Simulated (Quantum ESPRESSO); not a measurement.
# Near-edge structure at the Gd L₃ edge of GdO (F-43m), part 2 of 2

What does one-electron theory with a core hole give for the Gd L₃ edge of GdO (F-43m)?

Quantum ESPRESSO 7.5; X-ray absorption near-edge structure, plane-wave PAW LDA, one-electron final states by a Lanczos continued fraction.

So far. Step 2 (The field without a hole): The mesh shows no gap, so the system is treated as a metal and the core electron is put at the Fermi level (neutral cell). Step 3 (Spectrum without a core hole, Gd atom 1): Main maxima below 30 eV (height): 4.9 eV (1.80) and 17.7 eV (0.75). At an L edge the dipole rule selects empty d (and weakly s) states on the absorber, and the strong line at the onset measures the empty part of its d band.

## (6) Supercell with XCH, Gd atom 1

Level of this step: plane-wave PAW DFT, LDA, scalar-relativistic, self-consistent field (Quantum ESPRESSO).

The holes are 5.4 Å apart. The excited electron is kept in the cell, where it fills the lowest empty states and screens the hole.

The input, scf.in:

```
&control
   calculation='scf', prefix='x', pseudo_dir='../pp', outdir='tmp', tprnfor=.true.
/
&system
   ibrav=0, nat=8, ntyp=3, nbnd=43
   ecutwfc=47, ecutrho=360
   occupations='smearing', smearing='mv', degauss=0.015
/
&electrons
   conv_thr=8.0e-08, electron_maxstep=120
   mixing_beta=0.5
/
ATOMIC_SPECIES
Gd0 1.0 Gd.lda-spdn-kjpaw-2pch.UPF
Gd 1.0 Gd.lda-spdn-kjpaw.UPF
O 1.0 O.lda-n-kjpaw.UPF
CELL_PARAMETERS angstrom
  0.00000000 -5.40000000 0.00000000
  -5.40000000 0.00000000 0.00000000
  0.00000000 0.00000000 -5.40000000
ATOMIC_POSITIONS crystal
Gd0  0.00000000 0.00000000 0.00000000
Gd   0.50000000 0.00000000 0.50000000
Gd   0.00000000 0.50000000 0.50000000
Gd   0.50000000 0.50000000 0.00000000
O    0.25000000 0.25000000 0.25000000
O    0.75000000 0.25000000 0.75000000
O    0.25000000 0.75000000 0.75000000
O    0.75000000 0.75000000 0.25000000
K_POINTS automatic
5 5 5 0 0 0
```

On the command line:

```bash
$ OMP_NUM_THREADS=1 mpirun --oversubscribe --bind-to none -np 4 pw.x -nk 4 -in scf.in > scf.out
```

Output:

```text
     [... banner and references ...]
[banner, memory and clock lines left out]
using ibrav=0 with symmetry is DISCOURAGED, use correct ibrav instead

     G-vector sticks info

     bravais-lattice index     =            0
     lattice parameter (alat)  =      10.2045  a.u.
     unit-cell volume          =    1062.6197 (a.u.)^3
     number of atoms/cell      =            8
     number of atomic types    =            3
     number of electrons       =        69.00
     number of Kohn-Sham states=           43
     kinetic-energy cutoff     =      47.0000  Ry
     charge density cutoff     =     360.0000  Ry
     scf convergence threshold =      8.0E-08
     mixing beta               =       0.5000
     number of iterations used =            8  plain     mixing
     Exchange-correlation= SLA  PZ   NOGX NOGC
                           (   1   1   0   0   0   0   0)

     celldm(1)=  10.204521  celldm(2)=   0.000000  celldm(3)=   0.000000
     celldm(4)=   0.000000  celldm(5)=   0.000000  celldm(6)=   0.000000

     crystal axes: (cart. coord. in units of alat)
               a(1) = (   0.000000  -1.000000   0.000000 )
               a(2) = (  -1.000000   0.000000   0.000000 )
               a(3) = (   0.000000   0.000000  -1.000000 )

     reciprocal axes: (cart. coord. in units 2 pi/alat)
               b(1) = ( -0.000000 -1.000000 -0.000000 )
               b(2) = ( -1.000000 -0.000000 -0.000000 )
               b(3) = ( -0.000000 -0.000000 -1.000000 )

     PseudoPot. #1 for Gd:     Pseudo is Projector augmented-wave + core cor, Zval = 12.0

     PseudoPot. #2 for Gd:     Pseudo is Projector augmented-wave + core cor, Zval = 11.0

[...]
iteration # 18     ecut=    47.00 Ry     beta= 0.50
     Davidson diagonalization with overlap
     ethr =  3.19E-10,  avg # of iterations =  1.6

     End of self-consistent calculation

          k =-0.0000-0.0000-0.0000 (  5743 PWs)   bands (ev):

   -39.0079 -34.0930 -34.0521 -34.0521 -15.7400 -15.7400 -15.7400 -12.4450
   -12.4450 -12.4450 -11.7762 -11.7762 -11.7762 -11.6304 -11.6304 -11.6304
    -8.7276  -7.7099  -7.7099  -7.7099   4.0714   4.1656   4.1656   4.6758
     4.6758   4.6758   5.7170   5.7170   5.7170   5.8865   5.8865   5.8865
     8.5671  10.0418  10.0418  10.0418  11.1053  11.1053  11.6069  12.8345
    12.8345  14.1149  14.1150

     [... bands of 9 further k-points ...]

     the Fermi energy is    10.5447 ev

!    total energy              =   -2329.57421389 Ry
     total all-electron energy =    -90163.068630 Ry
     estimated scf accuracy    <       0.00000004 Ry
     smearing contrib. (-TS)   =       0.00084563 Ry
     internal energy E=F+TS    =   -2329.57505952 Ry

     The total energy is F=E-TS. E is the sum of the following terms:
     one-electron contribution =    -105.56750789 Ry
     hartree contribution      =      89.18726043 Ry
     xc contribution           =    -277.63772818 Ry
     ewald contribution        =    -334.75780441 Ry
     one-center paw contrib.   =   -1700.79927946 Ry

     convergence has been achieved in  18 iterations

     Forces acting on atoms (cartesian axes, Ry/au):

     atom    1 type  1   force =    -0.00000000   -0.00000000   -0.00000000
     atom    2 type  2   force =    -0.00000000   -0.00000000   -0.00000000
     atom    3 type  2   force =    -0.00000000   -0.00000000   -0.00000000
[...]
atom    7 type  3   force =    -0.01212477    0.01212477   -0.01212477
     atom    8 type  3   force =    -0.01212477   -0.01212477    0.01212477

     Total force =     0.042001     Total SCF correction =     0.000011

     XML data file, charge density, pseudopotentials, collected wavefunctions
```

Elapsed: 30 s, on 4 MPI ranks of Intel Xeon Platinum 8488C (Sapphire Rapids), shared host; peak memory 0.24 GiB.

Energy with the hole: -1226731.043 eV, cores included.

## (7) Spectrum with XCH, Gd atom 1

The Lanczos recursion gives the spectrum without computing empty bands; each polarisation needs a run of its own on the full k mesh. xe0 is set between filled and empty states, and states below it are cut, here at the Fermi level, which holds the excited electron. The file of filecore holds the core orbital, taken from the hole-free data set.

The input, xspectra.in:

```
&input_xspectra
   calculation='xanes_dipole', edge='L3'
   prefix='x', outdir='tmp', xiabs=1, xe0=10.5447
   xonly_plot=.false., x_save_file='xanes.sav'
   xniter=3000, xcheck_conv=20, xerror=0.005
   xcoordcrys=.false., xepsilon(1)=1, xepsilon(2)=0, xepsilon(3)=0
/
&plot
   xnepoint=501, xemin=-10, xemax=70, terminator=.true., cut_occ_states=.true.
   xgamma=0.4
/
&pseudos
   filecore='../Gd.wfc'
/
&cut_occ
   cut_desmooth=0.1, cut_stepl=0.05, cut_stepu=0.05, cut_ierror=1e-5
/
5 5 5 0 0 0
```

On the command line:

```bash
$ OMP_NUM_THREADS=1 mpirun --oversubscribe --bind-to none -np 4 xspectra.x -nk 4 -in xspectra.in > xspectra.out
```

Output:

```text
     [... banner and references ...]
Reading input_file

     calculation: xanes_dipole

     xepsilon  [cartesian coordinates]:   1.000000   0.000000   0.000000

     xonly_plot: FALSE
        => complete calculation: Lanczos + spectrum plot

     filecore (core-wavefunction file): ../Gd.wfc

     main plot parameters:
        cut_occ_states: TRUE
        gamma_mode:  constant
        -> using xgamma [eV]:  0.40
        xemin [eV]: -10.00
        xemax [eV]:  70.00
        xnepoint:  501
        xe0 [eV]:  10.544700 (energy zero read in input file)

     WARNING: variable ef_r is obsolete

                      Reading SCF save directory: x.save

     tmp/x.save/

     Exchange-correlation= PZ
                           (   1   1   0   0   0   0   0)

     G-vector sticks info

                           Getting the Fermi energy

     From SCF save directory:
        ehomo [eV]:   10.8567 (highest occupied level)
        elumo [eV]:   10.9180 (lowest occupied level)
        ef    [eV]:   10.8567

     -> ef (in eV) will be written in x_save_file

                           Energy zero of the spectrum

     -> ef will NOT be used as energy zero of the spectrum
       (because xe0 read in input file)

     G-vector sticks info

     bravais-lattice index     =            0
     lattice parameter (alat)  =      10.2045  a.u.
     unit-cell volume          =    1062.6197 (a.u.)^3
     number of atoms/cell      =            8
     number of atomic types    =            3
     number of electrons       =        69.00
     number of Kohn-Sham states=           43
     kinetic-energy cutoff     =      47.0000  Ry
     charge density cutoff     =     360.0000  Ry
     Exchange-correlation= PZ
                           (   1   1   0   0   0   0   0)

     celldm(1)=  10.204521  celldm(2)=   0.000000  celldm(3)=   0.000000
     celldm(4)=   0.000000  celldm(5)=   0.000000  celldm(6)=   0.000000

     crystal axes: (cart. coord. in units of alat)
               a(1) = (   0.000000  -1.000000   0.000000 )
               a(2) = (  -1.000000   0.000000   0.000000 )
               a(3) = (   0.000000   0.000000  -1.000000 )

     reciprocal axes: (cart. coord. in units 2 pi/alat)
               b(1) = ( -0.000000 -1.000000 -0.000000 )
               b(2) = ( -1.000000 -0.000000 -0.000000 )
               b(3) = ( -0.000000 -0.000000 -1.000000 )

     PseudoPot. #1 for Gd:     Pseudo is Projector augmented-wave + core cor, Zval = 12.0

     PseudoPot. #2 for Gd:     Pseudo is Projector augmented-wave + core cor, Zval = 11.0

     ../pp/O.lda-n-kjpaw.UPF
     Pseudo is Projector augmented-wave + core cor, Zval =  6.0
     Shape of augmentation charge: PSQ
     Using radial grid of 1095 points,  4 beta functions with:
                l(1) =   0
                l(2) =   0
                l(3) =   1
                l(4) =   1
     Q(r) pseudized with 0 coefficients

     atomic species   valence    mass     pseudopotential
     Gd0              12.00     1.00000     Gd( 1.00)
     Gd               11.00     1.00000     Gd( 1.00)
     O                 6.00     1.00000     O ( 1.00)

     24 Sym. Ops. (no inversion) found

   Cartesian axes

     site n.     atom                  positions (alat units)
         1        Gd0    tau(   1) = (   0.0000000   0.0000000   0.0000000  )
         2        Gd     tau(   2) = (   0.0000000  -0.5000000  -0.5000000  )
         3        Gd     tau(   3) = (  -0.5000000   0.0000000  -0.5000000  )
         4        Gd     tau(   4) = (  -0.5000000  -0.5000000   0.0000000  )
         5        O      tau(   5) = (  -0.2500000  -0.2500000  -0.2500000  )
         6        O      tau(   6) = (  -0.2500000  -0.7500000  -0.7500000  )
         7        O      tau(   7) = (  -0.7500000  -0.2500000  -0.7500000  )
         8        O      tau(   8) = (  -0.7500000  -0.7500000  -0.2500000  )

     number of k points=   125  Marzari-Vanderbilt smearing, width (Ry)=  0.0150

     Number of k-points >= 100: set verbosity='high' to print them.

     Dense  grid:   122465 G-vectors     FFT dimensions: (  64,  64,  64)

     Smooth grid:    46297 G-vectors     FFT dimensions: (  45,  45,  45)

     The potential is recalculated from file :
     tmp/x.save/charge-density

     Starting wfcs are   68 atomic wfcs
     Checking if some PAW data can be deallocated...

               Reading core wavefunction file for the absorbing atom

     ../Gd.wfc successfully read

                              Attributing the PAW radii
                     for the absorbing atom [units: Bohr radius]

        PAW proj 1: r_paw(l= 0)= 2.55  (1.5*r_cut)
        PAW proj 2: r_paw(l= 0)= 2.55  (1.5*r_cut)
        PAW proj 3: r_paw(l= 1)= 2.70  (1.5*r_cut)
        PAW proj 4: r_paw(l= 1)= 2.70  (1.5*r_cut)
        PAW proj 5: r_paw(l= 2)= 3.00  (1.5*r_cut)
        PAW proj 6: r_paw(l= 2)= 3.00  (1.5*r_cut)

        NB: The calculation will not necessary use all these r_paw values.
            - For a edge in the electric-dipole approximation,
              only the r_paw(l=1) values are used.
            - For a K edge in the electric-quadrupole approximation,
              only the r_paw(l=2) values are used.

            - For a L2 or L3 edge in the electric-quadrupole approximation,

              all projectors (s, p and d) are used.

                          Starting XANES calculation
                     in the electric dipole approximation
     Method of calculation based on the Lanczos recursion algorithm
        - STEP 1: Construction of a kpoint-dependent Lanczos basis,
          in which the Hamiltonian is tridiagonal (each 'iter'
          corresponds to the calculation of one more Lanczos vector)
        - STEP 2: Calculation of the cross-section as a continued fraction
          averaged over the k-points.

     ... Begin STEP 1 ...

        Radial transition matrix element(s) used in the calculation of the
        initial vector of the Lanczos basis (|tilde{phi}_abs> normalized)
l =  2    Radial matrix element proj. ( 1)=    0.00672281
l =  2    Radial matrix element proj. ( 2)=    0.01038660
l =  0    Radial matrix element proj. ( 1)=    0.00227138
l =  0    Radial matrix element proj. ( 2)=    0.00234704
NB: the    32 k-point are not all listed below because npool=  4

               Lanczos Number                 1  of            4

        |-------------------------------------------------------------
        ! k-point #     1:  (-0.0000, -0.0000, -0.0000),  0.0160,   1
        |-------------------------------------------------------------
        |   Norm of the initial Lanczos vector: 0.54305249E-02
        |   Estimated error at iter     20:   1.00530285
        |   Estimated error at iter     40:   0.38860832
        |   Estimated error at iter     60:   0.36301991
        |   Estimated error at iter     80:   0.21300214
        |   Estimated error at iter    100:   0.39851826
[...]
!   => CONVERGED at iter    400 with error=  0.00467676
        |-------------------------------------------------------------
        ! k-point #     2:  (-0.0000, -0.0000, -0.2000),  0.0160,   1
        |-------------------------------------------------------------
        |   Norm of the initial Lanczos vector: 0.54305296E-02
[...]
|   Estimated error at iter    500:   0.00526062
        |   Estimated error at iter    520:   0.00605636
        |   Estimated error at iter    540:   0.00505114
        !   => CONVERGED at iter    560 with error=  0.00451760
        |-------------------------------------------------------------
     [... 125 further k-points ...]
        ! k-point #    32:  (-0.2000, -0.2000, -0.2000),  0.0160,   1
        |-------------------------------------------------------------
        |   Norm of the initial Lanczos vector: 0.54305324E-02

     Results of STEP 1 successfully written in x_save_file
     x_save_file name:
     ->  xanes.sav
     x_save_file version:  2

     ... End STEP 1 ...

     ... Begin STEP 2 ...

     The spectrum is calculated using the following parameters:
        xe0 [eV]:   10.5447
        the occupied states are elimintate from the spectrum
        xemin [eV]: -10.00
        xemax [eV]:  70.00
        xnepoint:  501
        constant broadening parameter [eV]:    0.400
        Core level energy [eV]:  -7243.
         (from electron binding energy of neutral atoms in X-ray data booklet)

     Cross-section successfully written in xanes.dat

     ... End STEP 2 ...

                                END JOB XSpectra
```

The job ended after 3.4 min (4 MPI ranks; peak memory 0.18 GiB).

The Gd L₃ spectrum, Gd atom 1, excited-electron core hole (neutral cell) (energy from the energy zero of the input (xe0, at the border of filled and empty states); intensity scaled to a mean of 1 over the first 20 eV; folded afterwards to Lorentzian half width 2 eV; the points at xe0, where the cut of filled states can leave a spike, are interpolated):

| E (eV) | intensity |
| --- | --- |
| -2.0 | 0.57 |
| -0.5 | 1.06 |
| 1.0 | 1.59 |
| 2.5 | 1.83 |
| 4.0 | 1.85 |
| 5.5 | 1.33 |
| 7.0 | 0.93 |
| 8.5 | 0.78 |
| 10.0 | 0.74 |
| 11.5 | 0.69 |
| 13.0 | 0.63 |
| 14.5 | 0.61 |
| 16.0 | 0.69 |
| 17.5 | 0.71 |
| 19.0 | 0.66 |
| 20.5 | 0.62 |
| 22.0 | 0.59 |
| 23.5 | 0.58 |
| 25.0 | 0.62 |
| 26.5 | 0.67 |
| 28.0 | 0.71 |
| 29.5 | 0.72 |
| 31.0 | 0.72 |

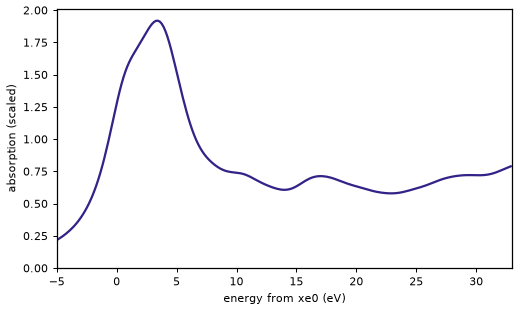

The Gd L₃ edge, Gd atom 1, excited-electron core hole (neutral cell): main maxima at 3.4 and 17.0 eV.

Main maxima below 30 eV (height): 3.4 eV (1.92) and 17.0 eV (0.71). 

## (8) Spectrum with XCH, other settings, Gd atom 1

This attempt departs from the first core-hole run: cut_occ_states from yes to no.

Changes to xspectra.in since step 7:

```diff
@@ -8,3 +8,3 @@
 &plot
-   xnepoint=501, xemin=-10, xemax=70, terminator=.true., cut_occ_states=.true.
+   xnepoint=501, xemin=-10, xemax=70, terminator=.true., cut_occ_states=.false.
    xgamma=0.4
@@ -17,2 +17,2 @@
 /
-5 5 5 0 0 0
+4 4 4 0 0 0
```

Output:

```text
     [... banner and references ...]
Reading input_file

     calculation: xanes_dipole

     xepsilon  [cartesian coordinates]:   1.000000   0.000000   0.000000

     xonly_plot: FALSE
        => complete calculation: Lanczos + spectrum plot

     filecore (core-wavefunction file): ../Gd.wfc

     main plot parameters:
        cut_occ_states: FALSE
        gamma_mode:  constant
        -> using xgamma [eV]:  0.40
        xemin [eV]: -10.00
        xemax [eV]:  70.00
        xnepoint:  501
        xe0 [eV]:  10.544700 (energy zero read in input file)

[...]
x_save_file name:
     ->  xanes.sav
     x_save_file version:  2

     ... End STEP 1 ...

     ... Begin STEP 2 ...

     The spectrum is calculated using the following parameters:
        xe0 [eV]:   10.5447
        the occupied states are NOT eliminated from the spectrum
        xemin [eV]: -10.00
        xemax [eV]:  70.00
        xnepoint:  501
        constant broadening parameter [eV]:    0.400
        Core level energy [eV]:  -7243.
         (from electron binding energy of neutral atoms in X-ray data booklet)

     Cross-section successfully written in xanes.dat

     ... End STEP 2 ...

                                END JOB XSpectra
```

It took 93 s on 4 MPI ranks; peak memory 0.18 GiB.

The run finished. A setting was moved off its sound value on purpose, so it serves as a test and not as the result.

The fault put into the input: transitions to filled states aren't cut.

This run also has another mesh (4×4×4 against 5×5×5), so the 6 % r.m.s. difference can't be laid on the changed setting alone. The highest intensity below 24 eV goes from 3.4 eV (1.92) to 3.3 eV (1.91).

```csv
E (eV),first run,this run
-2.0,0.57,0.73
-0.5,1.06,1.28
1.0,1.59,1.71
2.5,1.83,1.86
4.0,1.85,1.83
5.5,1.33,1.31
7.0,0.93,0.91
8.5,0.78,0.77
10.0,0.74,0.72
11.5,0.69,0.68
13.0,0.63,0.61
14.5,0.61,0.60
16.0,0.69,0.66
17.5,0.71,0.69
19.0,0.66,0.64
20.5,0.62,0.60
22.0,0.59,0.57
23.5,0.58,0.56
25.0,0.62,0.60
26.5,0.67,0.65
28.0,0.71,0.68
29.5,0.72,0.69
31.0,0.72,0.71
```

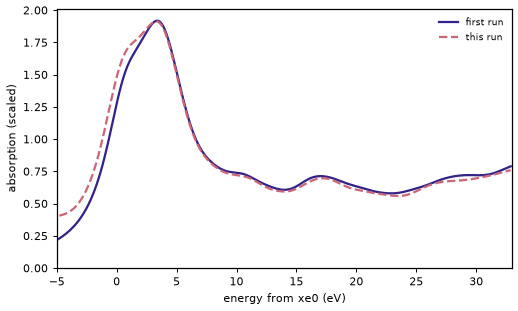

This run beside the first core-hole run.

## (9) With and without the hole

Both curves are counted from their own zero, so only the shift of weight within the empty states shows.

| E (eV) | no hole | XCH |
| --- | --- | --- |
| -2.0 | 0.32 | 0.57 |
| -1.0 | 0.45 | 0.86 |
| 0.0 | 0.66 | 1.27 |
| 1.0 | 0.91 | 1.59 |
| 2.0 | 1.18 | 1.75 |
| 3.0 | 1.43 | 1.90 |
| 4.0 | 1.67 | 1.85 |
| 5.0 | 1.80 | 1.52 |
| 6.0 | 1.59 | 1.16 |
| 7.0 | 1.27 | 0.93 |
| 8.0 | 1.05 | 0.81 |
| 9.0 | 0.93 | 0.76 |
| 10.0 | 0.87 | 0.74 |
| 11.0 | 0.84 | 0.71 |
| 12.0 | 0.78 | 0.67 |
| 13.0 | 0.72 | 0.63 |
| 14.0 | 0.67 | 0.61 |
| 15.0 | 0.67 | 0.63 |
| 16.0 | 0.71 | 0.69 |
| 17.0 | 0.75 | 0.71 |
| 18.0 | 0.75 | 0.70 |
| 19.0 | 0.72 | 0.66 |
| 20.0 | 0.67 | 0.63 |
| 21.0 | 0.64 | 0.61 |
| 22.0 | 0.61 | 0.59 |
| 23.0 | 0.59 | 0.58 |
| 24.0 | 0.59 | 0.59 |
| 25.0 | 0.60 | 0.62 |
| 26.0 | 0.63 | 0.65 |
| 27.0 | 0.66 | 0.68 |
| 28.0 | 0.69 | 0.71 |
| 29.0 | 0.71 | 0.72 |
| 30.0 | 0.71 | 0.72 |
| 31.0 | 0.72 | 0.72 |
| 32.0 | 0.75 | 0.75 |

With each curve scaled to its own mean, the area from −2 to 6 eV with the hole is 11.7 against 9.1, and the centre of weight from −1 to 20 eV moves by -1.0 eV: the hole pulls the absorber's empty states down.

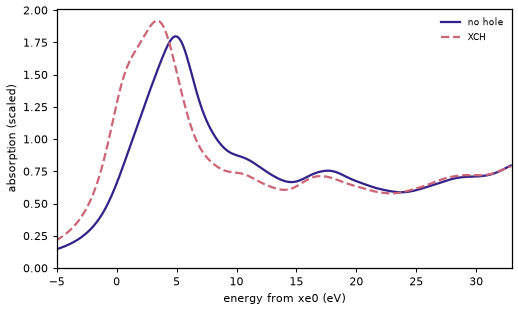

The Gd L₃ edge with and without the core hole, each from its own zero; the highest intensity below 24 eV lies at 3.4 eV with the hole.

## (10) Runs not followed above

These runs aren't followed: redraws of a spectrum that repeat one shown, runs with a planted fault or a state judged unsound, or a program's part that gave no sound spectrum.

| program | step | status | elapsed |
| --- | --- | --- | --- |
| Quantum ESPRESSO | no core hole, redrawn | converged | 22 s |
| Quantum ESPRESSO | spectrum with XCH, redrawn | converged | 7 s |
| Quantum ESPRESSO | spectrum with XCH, redrawn | converged | 7.2 s |

## (11) What came out

```json
{
  "absorber and edge": "Gd L₃, atom 1 of the ground-state input (counted from 1)",
  "surroundings": "4 O at 2.34 Å (tetrahedral, site symmetry -43m)",
  "highest intensity below 24 eV": "3.4 eV above the zero, height 1.92"
}
```

The Gd L₃ edge of atom 1, with 4 O at 2.34 Å (tetrahedral, site symmetry -43m), has its highest intensity of the first 24 eV at 3.4 eV above the zero, 1.9 times the mean level of the first 20 eV (Lorentzian half width 2 eV (not a setting of the program: the run's 0.4 eV curve was folded afterwards with a further Lorentzian)). With each curve scaled to its own mean, the area from −2 to 6 eV with the hole is 11.7 against 9.1, and the centre of weight from −1 to 20 eV moves by -1.0 eV: the hole pulls the absorber's empty states down. 2 further runs of this session are left out of this account as redundant. Only the L₃ part is meant: spin–orbit coupling of the core level isn't computed and the L₂ copy isn't added. The run has no spin polarisation, although Gd can carry a moment. Lanthanide 4f electrons are frozen in the core. The unit cell's mesh shows no gap over 0.35 eV. That is right for a metallic compound; for a small-gap or correlated insulator it would be the fault of the functional or of the assumed magnetic order, and the hole would be screened too well. The holes are only 5.4 Å apart, so the shape is probably not converged with cell size; no larger cell was run here. The structure is a published determination, not relaxed.

[Banner, clock and machine lines of the logs are left out without a mark of their own.]

[Logs are printed without paths, hosts, clocks, repeated set-up lines and the standing remarks that a program may print on its own settings, such as how far it seeks lower states.]

[Hosts, paths, dates, database ids (printed as entryN), source tags and the programs' standing remarks are cut or masked in the printed files.]

[Lists of maxima count a maximum above −3 eV only where it reaches 4 % of the highest in the window and stands out from its surroundings by 2 % of it (1.5 % where it reaches 55 %); shoulders and weaker maxima are passed over, and of the rest the first, up to two pre-edge ones and the few strongest are named.]
